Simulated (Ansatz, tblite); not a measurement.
**The cluster Ge₂₄PH₃₄: one state, many levels**

How do method and basis change the picture of the cluster Ge₂₄PH₃₄ (doublet)?

The runs use Ansatz 0.2.0, Gaussian basis; as each input shows.

The runs, in order: GFN1-xTB, GFN2-xTB, PBE-D4/def2-SVP, r2SCAN-D4/def2-SVP, B3LYP-D4/def2-SVP, r2SCAN-D4/def2-mTZVP, HF/STO-3G, HF/6-31G, B3LYP-D4/6-31G.

1 further run of the same task is left out (set aside as unsound or not needed). Runs told in other sessions of the task aren't counted.

## Step 1: The geometry

The doublet was relaxed beforehand with PBE-D4/def2-SVP.

59 atoms, charge 0, spin multiplicity 2.

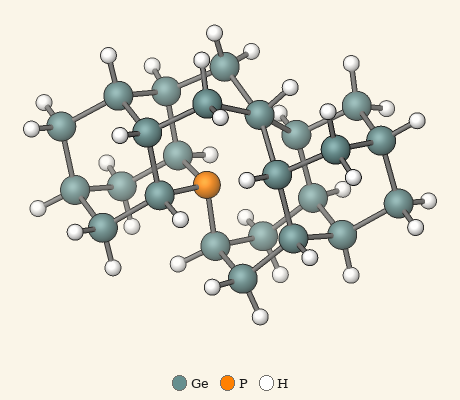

The structure; germanium teal, phosphorus orange, hydrogen white.

PBE0-D4/def2-SVP was run before; its log isn't repeated, and its numbers join the tables.

## Step 2: GFN1-xTB

Tight binding, by tblite at 300 K electronic temperature and without a spin-polarisation term:

```python
tblite.interface.Calculator('GFN1-xTB', numbers, positions, charge=0, uhf=1).singlepoint()
```

Energy -1669.0244 eV; 0.95 s.

## Step 3: GFN2-xTB

Tight binding, by tblite at 300 K electronic temperature and without a spin-polarisation term:

```python
tblite.interface.Calculator('GFN2-xTB', numbers, positions, charge=0, uhf=1).singlepoint()
```

Energy -1807.1936 eV; 1.2 s.

## Step 4: PBE-D4/def2-SVP

start.molden holds the orbitals of an earlier run on this state, given as this run's starting guess.

in.yaml

```yaml
crystal:
  periodic: [false, false, false]
  atoms:
    - {symbol: Ge, position_ang: [-2.169794, -2.153230, -0.483232]}
    - {symbol: Ge, position_ang: [-2.137794, -2.158469, 4.885932]}
    - {symbol: Ge, position_ang: [-1.910949, 0.811350, -3.048189]}
    - {symbol: Ge, position_ang: [-2.168028, 0.512178, 1.970783]}
    - {symbol: Ge, position_ang: [0.803796, -1.907453, -3.034855]}
    - {symbol: Ge, position_ang: [0.512555, -2.151680, 1.951770]}
    - {symbol: Ge, position_ang: [0.808229, 0.796141, -6.022933]}
    - {symbol: Ge, position_ang: [0.745510, 3.671327, -3.327728]}
    - {symbol: Ge, position_ang: [3.668033, 0.744453, -3.312837]}
    - {symbol: Ge, position_ang: [0.717046, 3.209326, 1.543833]}
    - {symbol: Ge, position_ang: [3.220037, 0.729696, 1.539256]}
    - {symbol: Ge, position_ang: [0.710222, 0.701743, 4.645908]}
    - {symbol: Ge, position_ang: [-3.494963, -0.645916, -1.876322]}
    - {symbol: Ge, position_ang: [-0.662373, -3.486786, -1.867703]}
    - {symbol: Ge, position_ang: [-0.577532, -0.579470, -4.548324]}
    - {symbol: Ge, position_ang: [-3.593541, -0.830914, 3.441165]}
    - {symbol: Ge, position_ang: [-0.813158, -3.595262, 3.419643]}
    - {symbol: P, position_ang: [-0.693612, -0.674712, 0.579724]}
    - {symbol: Ge, position_ang: [-0.654844, -0.671608, 6.147850]}
    - {symbol: Ge, position_ang: [-0.432475, 2.246974, -1.698445]}
    - {symbol: Ge, position_ang: [-0.703900, 2.056828, 3.175226]}
    - {symbol: Ge, position_ang: [2.237079, -0.427181, -1.684581]}
    - {symbol: Ge, position_ang: [2.064138, -0.699279, 3.161863]}
    - {symbol: Ge, position_ang: [2.235864, 2.230163, -4.642628]}
    - {symbol: Ge, position_ang: [1.649368, 1.657038, -0.282632]}
    - {symbol: H, position_ang: [-3.016811, -2.993452, 0.523379]}
    - {symbol: H, position_ang: [-2.982963, -3.016577, 5.878533]}
    - {symbol: H, position_ang: [-2.740953, 1.840520, -3.887789]}
    - {symbol: H, position_ang: [-3.042794, 1.308717, 0.951717]}
    - {symbol: H, position_ang: [1.838357, -2.741259, -3.864414]}
    - {symbol: H, position_ang: [1.303757, -3.015642, 0.919525]}
    - {symbol: H, position_ang: [-0.113847, 1.651031, -6.942190]}
    - {symbol: H, position_ang: [1.667899, -0.131596, -6.931889]}
    - {symbol: H, position_ang: [-0.245263, 4.364149, -4.315602]}
    - {symbol: H, position_ang: [1.557583, 4.783411, -2.601426]}
    - {symbol: H, position_ang: [4.364847, -0.251902, -4.292145]}
    - {symbol: H, position_ang: [4.777296, 1.557838, -2.584107]}
    - {symbol: H, position_ang: [-0.038117, 4.408267, 0.892348]}
    - {symbol: H, position_ang: [1.957777, 3.789698, 2.292311]}
    - {symbol: H, position_ang: [4.421055, -0.022567, 0.887577]}
    - {symbol: H, position_ang: [3.796785, 1.970331, 2.291614]}
    - {symbol: H, position_ang: [1.639866, 1.632679, 5.485725]}
    - {symbol: H, position_ang: [-4.295761, -1.457858, -2.937512]}
    - {symbol: H, position_ang: [-4.513503, 0.155089, -1.015952]}
    - {symbol: H, position_ang: [-1.474035, -4.283681, -2.931594]}
    - {symbol: H, position_ang: [0.130784, -4.508872, -1.004477]}
    - {symbol: H, position_ang: [-1.519876, -1.525699, -5.357193]}
    - {symbol: H, position_ang: [-4.520341, -1.755331, 2.599685]}
    - {symbol: H, position_ang: [-4.496337, 0.122153, 4.279525]}
    - {symbol: H, position_ang: [-1.739919, -4.519242, 2.577518]}
    - {symbol: H, position_ang: [0.149792, -4.500766, 4.243641]}
    - {symbol: H, position_ang: [-1.512542, 0.251170, 7.064354]}
    - {symbol: H, position_ang: [0.270002, -1.524534, 7.066597]}
    - {symbol: H, position_ang: [-1.380616, 3.123321, -0.811956]}
    - {symbol: H, position_ang: [-1.551759, 3.072484, 4.004340]}
    - {symbol: H, position_ang: [3.110060, -1.373845, -0.793494]}
    - {symbol: H, position_ang: [3.074398, -1.560711, 3.984028]}
    - {symbol: H, position_ang: [3.120484, 3.105792, -5.585881]}
    - {symbol: H, position_ang: [2.660981, 2.670028, -0.950539]}
basis:
  gaussian: {orbitals: def2-SVP, fitting: {mean_field: def2-universal-jkfit}, initial_orbitals: start.molden}
magnetization: {spin_polarized: true, initial_magnetization: 1}
hamiltonian: {xc: pbe, dispersion: d4}
scf: {omitted_lower_state_checks: [starts]}
output: {orbitals: {seedname: orbitals}}
```

Started as:

```console
$ ansatz run in.yaml --threads 11 --pin off --events-out ev --progress --plain --max-ram 174080MiB --backend cuda --devices 0, --max-vram 75GiB
```

Output:

```text
Functional definition: PBE
  name "PBE"
  cite "Perdew, Burke & Ernzerhof, Phys. Rev. Lett. 77, 3865 (1996) doi:10.1103/PhysRevLett.77.3865"
  parent pbe
  parameter kappa = 0.804
  parameter beta = 0.06672455060314922
  exchange = pbe_x(kappa = kappa, mu = beta*pi^2/3)
  correlation = pbe_c(beta = beta)
these checks for a lower state are left out or cut short: starts
7124 factors; integrals over basis functions are off by at most 3.4e-1 eV
mean field evaluation 1: about -1365907.9156 eV, gradient 1.7e1 eV
mean field evaluation 2: about -1365908.9392 eV, gradient 1.1e0 eV
mean field evaluation 4: about -1365908.8928 eV, gradient 8.0e-2 eV
mean field evaluation 8: about -1365908.8928 eV, gradient 2.5e-5 eV
mean field -1365908.89282982 eV, -50196.2259651954 hartree, gradient 2.5e-5 eV, S^2 0.751982; 0 other end points of the search recorded, 0 dependent functions left out
reference -1365908.89293877 eV, -50196.2259691990 hartree; 409, 408 occupied and 547, 548 virtual orbitals, 7124 factors
Total energy: -1365913.37129644 eV, -50196.3905458078 hartree
Checks for a lower state left out: starts
```

It took 18 s on 1 × H100 with 11 threads of AMD EPYC 7R13, shared host; peak host memory 1.8 GiB.

From the report: HOMO -4.33 eV, LUMO -4.01 eV (over both spins); ⟨S²⟩ 0.752 (pure: 0.75).

## Step 5: r2SCAN-D4/def2-SVP

in.yaml: that of step 4 with these lines changed.

```diff
@@ -65,4 +65,4 @@
 magnetization: {spin_polarized: true, initial_magnetization: 1}
-hamiltonian: {xc: pbe, dispersion: d4}
+hamiltonian: {xc: r2scan, dispersion: d4}
 scf: {omitted_lower_state_checks: [starts]}
-output: {orbitals: {seedname: orbitals}}
+output: {forces: true, orbitals: {seedname: orbitals}}
```

The command is unchanged.

Output, cut to the lines that bear on the results:

```text
Functional definition: r2SCAN
  name "r2SCAN"
  cite "Furness, Kaplan, Ning, Perdew & Sun, J. Phys. Chem. Lett. 11, 8208 (2020) doi:10.1021/acs.jpclett.0c02405"
  cite "Furness, Kaplan, Ning, Perdew & Sun, J. Phys. Chem. Lett. 11, 9248 (2020) doi:10.1021/acs.jpclett.0c03077"
  parent r2scan
[...]
7124 factors; integrals over basis functions are off by at most 3.4e-1 eV
[...]
mean field -1366118.10300057 eV, -50203.9142971624 hartree, gradient 1.3e-5 eV, S^2 0.758679; 0 other end points of the search recorded, 0 dependent functions left out
[...]
reference -1366118.10303567 eV, -50203.9142984526 hartree; 409, 408 occupied and 547, 548 virtual orbitals, 7124 factors
Total energy: -1366119.37109548 eV, -50203.9608987911 hartree
Atom 0 at    -2.169794    -2.153230    -0.483232 Å, force    -0.018600    -0.016075     0.023581 eV/Å
[...]
Atom 50 at     0.149792    -4.500766     4.243641 Å, force    -0.147113     0.143183    -0.128472 eV/Å
Atom 51 at    -1.512542     0.251170     7.064354 Å, force     0.132823    -0.142463    -0.141028 eV/Å
Atom 52 at     0.270002    -1.524534     7.066597 Å, force    -0.141953     0.132095    -0.143017 eV/Å
Atom 53 at    -1.380616     3.123321    -0.811956 Å, force     0.146774    -0.141455    -0.145419 eV/Å
Atom 54 at    -1.551759     3.072484     4.004340 Å, force     0.129863    -0.153753    -0.125808 eV/Å
Atom 55 at     3.110060    -1.373845    -0.793494 Å, force    -0.141432     0.146982    -0.145902 eV/Å
Atom 56 at     3.074398    -1.560711     3.984028 Å, force    -0.154045     0.133970    -0.125383 eV/Å
Atom 57 at     3.120484     3.105792    -5.585881 Å, force    -0.135025    -0.131934     0.146947 eV/Å
Atom 58 at     2.660981     2.670028    -0.950539 Å, force    -0.151344    -0.149249     0.109873 eV/Å
Dipole moment:    -0.223499    -0.224296     0.298900 e Å
Checks for a lower state left out: starts
```

It took 21 s on 1 × H100 with 11 threads of AMD EPYC 7R13, shared host; peak host memory 2.3 GiB.

HOMO -4.58 eV, LUMO -3.96 eV (over both spins); ⟨S²⟩ 0.759 (pure: 0.75).

## Step 6: B3LYP-D4/def2-SVP

in.yaml: that of step 5 with these lines changed.

```diff
@@ -65,3 +65,3 @@
 magnetization: {spin_polarized: true, initial_magnetization: 1}
-hamiltonian: {xc: r2scan, dispersion: d4}
+hamiltonian: {xc: {name: B3LYP}, dispersion: d4}
 scf: {omitted_lower_state_checks: [starts]}
```

The command is unchanged.

Output, cut to the lines that bear on the results:

```text
Functional definition: B3LYP
  name "B3LYP"
  cite "Stephens, Devlin, Chabalowski & Frisch, J. Phys. Chem. 98, 11623 (1994) doi:10.1021/j100096a001"
  cite "Becke, Phys. Rev. A 38, 3098 (1988) doi:10.1103/PhysRevA.38.3098"
  cite "Lee, Yang & Parr, Phys. Rev. B 37, 785 (1988) doi:10.1103/PhysRevB.37.785"
  cite "Vosko, Wilk & Nusair, Can. J. Phys. 58, 1200 (1980) doi:10.1139/p80-159"
[...]
7124 factors; integrals over basis functions are off by at most 3.4e-1 eV
[...]
mean field -1366148.16419670 eV, -50205.0190257440 hartree, gradient 2.4e-5 eV, S^2 0.754316; 0 other end points of the search recorded, 0 dependent functions left out
[...]
reference -1366148.16496932 eV, -50205.0190541372 hartree; 409, 408 occupied and 547, 548 virtual orbitals, 7124 factors
Total energy: -1366155.45533814 eV, -50205.2869702500 hartree
[...]
Atom 50 at     0.149792    -4.500766     4.243641 Å, force    -0.090884     0.088432    -0.082680 eV/Å
Atom 51 at    -1.512542     0.251170     7.064354 Å, force     0.082570    -0.089750    -0.084302 eV/Å
Atom 52 at     0.270002    -1.524534     7.066597 Å, force    -0.089014     0.082083    -0.086112 eV/Å
Atom 53 at    -1.380616     3.123321    -0.811956 Å, force     0.105901    -0.112731    -0.104002 eV/Å
Atom 54 at    -1.551759     3.072484     4.004340 Å, force     0.085404    -0.102843    -0.082288 eV/Å
Atom 55 at     3.110060    -1.373845    -0.793494 Å, force    -0.113838     0.106885    -0.104623 eV/Å
Atom 56 at     3.074398    -1.560711     3.984028 Å, force    -0.103529     0.088818    -0.082060 eV/Å
Atom 57 at     3.120484     3.105792    -5.585881 Å, force    -0.087981    -0.085291     0.095790 eV/Å
Atom 58 at     2.660981     2.670028    -0.950539 Å, force    -0.130749    -0.128427     0.091045 eV/Å
Dipole moment:    -0.232406    -0.233271     0.318311 e Å
Checks for a lower state left out: starts
```

Wall time 49 s (1 × H100 with 11 threads of AMD EPYC 7R13, shared host); peak host memory 23 GiB.

HOMO -4.91 eV, LUMO -3.64 eV (over both spins); ⟨S²⟩ 0.754 (pure: 0.75).

## Step 7: r2SCAN-D4/def2-mTZVP

in.yaml: that of step 6 with these lines changed.

```diff
@@ -63,6 +63,6 @@
 basis:
-  gaussian: {orbitals: def2-SVP, fitting: {mean_field: def2-universal-jkfit}, initial_orbitals: start.molden}
+  gaussian: {orbitals: def2-mTZVP, fitting: {mean_field: def2-universal-jkfit}, initial_orbitals: start.molden}
 magnetization: {spin_polarized: true, initial_magnetization: 1}
-hamiltonian: {xc: {name: B3LYP}, dispersion: d4}
+hamiltonian: {xc: r2scan, dispersion: d4}
 scf: {omitted_lower_state_checks: [starts]}
-output: {forces: true, orbitals: {seedname: orbitals}}
+output: {orbitals: {seedname: orbitals}}
```

Launched as before.

Output, cut to the lines that bear on the results:

```text
Functional definition: r2SCAN
  name "r2SCAN"
  cite "Furness, Kaplan, Ning, Perdew & Sun, J. Phys. Chem. Lett. 11, 8208 (2020) doi:10.1021/acs.jpclett.0c02405"
  cite "Furness, Kaplan, Ning, Perdew & Sun, J. Phys. Chem. Lett. 11, 9248 (2020) doi:10.1021/acs.jpclett.0c03077"
  parent r2scan
[...]
7124 factors; integrals over basis functions are off by at most 6.2e-1 eV
[...]
mean field -1366286.44013438 eV, -50210.1005727271 hartree, gradient 1.8e-5 eV, S^2 0.757893; 0 other end points of the search recorded, 0 dependent functions left out
reference -1366286.44017482 eV, -50210.1005742131 hartree; 409, 408 occupied and 579, 580 virtual orbitals, 7124 factors
Total energy: -1366287.70823463 eV, -50210.1471745517 hartree
Checks for a lower state left out: starts
```

It took 18 s on 1 × H100 with 11 threads of AMD EPYC 7R13, shared host; peak host memory 2.2 GiB.

From the report: HOMO -4.63 eV, LUMO -4.03 eV (over both spins); ⟨S²⟩ 0.758 (pure: 0.75).

## Step 8: HF/STO-3G

in.yaml: that of step 7 with these lines changed.

```diff
@@ -63,5 +63,5 @@
 basis:
-  gaussian: {orbitals: def2-mTZVP, fitting: {mean_field: def2-universal-jkfit}, initial_orbitals: start.molden}
+  gaussian: {orbitals: STO-3G, fitting: {mean_field: def2-universal-jkfit}}
 magnetization: {spin_polarized: true, initial_magnetization: 1}
-hamiltonian: {xc: r2scan, dispersion: d4}
+hamiltonian: {xc: hf}
 scf: {omitted_lower_state_checks: [starts]}
```

The command is unchanged.

Output:

```text
Functional definition: HF
  name "HF"
  cite "Fock, Z. Phys. 61, 126 (1930) doi:10.1007/BF01340294"
  parent pbe
  exchange = exact_x
  correlation = 0
these checks for a lower state are left out or cut short: starts
7124 factors; integrals over basis functions are off by at most 1.6e-2 eV
mean field evaluation 1: about -1349678.7659 eV, gradient 2.0e1 eV
mean field evaluation 2: about -1349683.4561 eV, gradient 6.2e0 eV
mean field evaluation 4: about -1349683.9903 eV, gradient 6.5e-1 eV
mean field evaluation 8: about -1349684.0170 eV, gradient 1.7e-1 eV
mean field -1349684.01801983 eV, -49599.9728135434 hartree, gradient 2.0e-5 eV, S^2 0.795582; 0 other end points of the search recorded, 0 dependent functions left out
reference -1349684.01801983 eV, -49599.9728135434 hartree; 409, 408 occupied and 66, 67 virtual orbitals, 7124 factors
Total energy: -1349684.01801983 eV, -49599.9728135434 hartree
Checks for a lower state left out: starts
```

Run time: 18 s. Hardware: 1 × H100 with 11 threads of AMD EPYC 7R13, shared host; peak host memory 1.6 GiB.

From the report: HOMO -3.67 eV, LUMO 2.97 eV (over both spins); ⟨S²⟩ 0.796 (pure: 0.75).

## Step 9: HF/6-31G

in.yaml: that of step 8 with these lines changed.

```diff
@@ -63,3 +63,3 @@
 basis:
-  gaussian: {orbitals: STO-3G, fitting: {mean_field: def2-universal-jkfit}}
+  gaussian: {orbitals: 6-31G, fitting: {mean_field: def2-universal-jkfit}}
 magnetization: {spin_polarized: true, initial_magnetization: 1}
```

Same command.

Output:

```text
Functional definition: HF
  name "HF"
  cite "Fock, Z. Phys. 61, 126 (1930) doi:10.1007/BF01340294"
  parent pbe
  exchange = exact_x
  correlation = 0
these checks for a lower state are left out or cut short: starts
7124 factors; integrals over basis functions are off by at most 7.8e-2 eV
mean field evaluation 1: about -1364950.9555 eV, gradient 2.6e1 eV
mean field evaluation 2: about -1364958.3242 eV, gradient 9.9e0 eV
mean field evaluation 4: about -1364959.1407 eV, gradient 7.6e-1 eV
mean field evaluation 8: about -1364959.1746 eV, gradient 2.7e-1 eV
mean field -1364959.17746977 eV, -50161.3245694537 hartree, gradient 2.4e-5 eV, S^2 0.805383; 0 other end points of the search recorded, 0 dependent functions left out
reference -1364959.17746977 eV, -50161.3245694537 hartree; 409, 408 occupied and 368, 369 virtual orbitals, 7124 factors
Total energy: -1364959.17746977 eV, -50161.3245694537 hartree
Checks for a lower state left out: starts
```

Wall time 30 s (1 × H100 with 11 threads of AMD EPYC 7R13, shared host); peak host memory 1.6 GiB.

HOMO -6.54 eV, LUMO -0.67 eV (over both spins); ⟨S²⟩ 0.805 (pure: 0.75).

## Step 10: B3LYP-D4/6-31G

in.yaml: that of step 9 with these lines changed.

```diff
@@ -65,3 +65,3 @@
 magnetization: {spin_polarized: true, initial_magnetization: 1}
-hamiltonian: {xc: hf}
+hamiltonian: {xc: {name: B3LYP}, dispersion: d4}
 scf: {omitted_lower_state_checks: [starts]}
```

Same command.

Output, cut to the lines that bear on the results:

```text
Functional definition: B3LYP
  name "B3LYP"
  cite "Stephens, Devlin, Chabalowski & Frisch, J. Phys. Chem. 98, 11623 (1994) doi:10.1021/j100096a001"
  cite "Becke, Phys. Rev. A 38, 3098 (1988) doi:10.1103/PhysRevA.38.3098"
  cite "Lee, Yang & Parr, Phys. Rev. B 37, 785 (1988) doi:10.1103/PhysRevB.37.785"
  cite "Vosko, Wilk & Nusair, Can. J. Phys. 58, 1200 (1980) doi:10.1139/p80-159"
[...]
7124 factors; integrals over basis functions are off by at most 7.8e-2 eV
[...]
mean field -1366089.92669042 eV, -50202.8788368633 hartree, gradient 4.9e-5 eV, S^2 0.754451; 0 other end points of the search recorded, 0 dependent functions left out
reference -1366089.92747588 eV, -50202.8788657283 hartree; 409, 408 occupied and 368, 369 virtual orbitals, 7124 factors
Total energy: -1366097.21784471 eV, -50203.1467818411 hartree
Checks for a lower state left out: starts
```

Wall time 27 s (1 × H100 with 11 threads of AMD EPYC 7R13, shared host); peak host memory 1.7 GiB.

Report: HOMO -4.81 eV, LUMO -3.57 eV (over both spins); ⟨S²⟩ 0.754 (pure: 0.75).

## Step 11: Comparison

```
               level  functions  HOMO (eV)  LUMO (eV)  gap (eV)   ⟨S²⟩  time
           HF/STO-3G        475      -3.67       2.97      6.64  0.796  18 s
            HF/6-31G        777      -6.54      -0.67      5.87  0.805  30 s
     PBE-D4/def2-SVP        956      -4.33      -4.01      0.32  0.752  18 s
  r2SCAN-D4/def2-SVP        956      -4.58      -3.96      0.62  0.759  21 s
r2SCAN-D4/def2-mTZVP        988      -4.63      -4.03      0.60  0.758  18 s
      B3LYP-D4/6-31G        777      -4.81      -3.57      1.24  0.754  27 s
   B3LYP-D4/def2-SVP        956      -4.91      -3.64      1.28  0.754  49 s
    PBE0-D4/def2-SVP        956      -5.07      -3.47      1.60  0.757  33 s
```

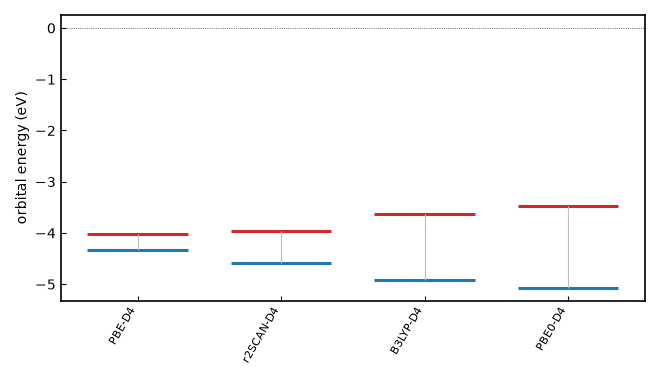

Highest filled (blue) and lowest empty (red) level in def2-SVP, over both spins.

## Step 12: Binding energy

Free atoms were run apart at each level; binding is atoms less cluster, divided by the number of atoms, without zero-point or spin-orbit terms.

```
               level  binding an atom (eV)
           HF/STO-3G                 3.676
            HF/6-31G                 1.824
     PBE-D4/def2-SVP                 2.889
  r2SCAN-D4/def2-SVP                 2.909
r2SCAN-D4/def2-mTZVP                 2.882
      B3LYP-D4/6-31G                 2.802
   B3LYP-D4/def2-SVP                 2.852
    PBE0-D4/def2-SVP                 2.884
```

## Step 13: Results

```
                                                 quantity                                   value
 gap in def2-SVP, named functionals, smallest and largest     0.32 eV (PBE-D4), 1.60 eV (PBE0-D4)
                 binding an atom, functionals in def2-SVP  2.85 (B3LYP-D4) to 2.91 eV (r2SCAN-D4)
⟨S²⟩ in def2-SVP, named functionals, smallest and largest                            0.752, 0.759
```

**Reading.** Over the named functionals in def2-SVP the gap runs from 0.32 eV (PBE-D4) to 1.60 eV (PBE0-D4); exact exchange widens it. Over the named functionals in def2-SVP spin contamination reaches 0.01 (r2SCAN-D4), which is small.

The slowest run with a step of its own, B3LYP-D4/def2-SVP, took 49 s; the quickest functional in def2-SVP took 18 s (shared host).
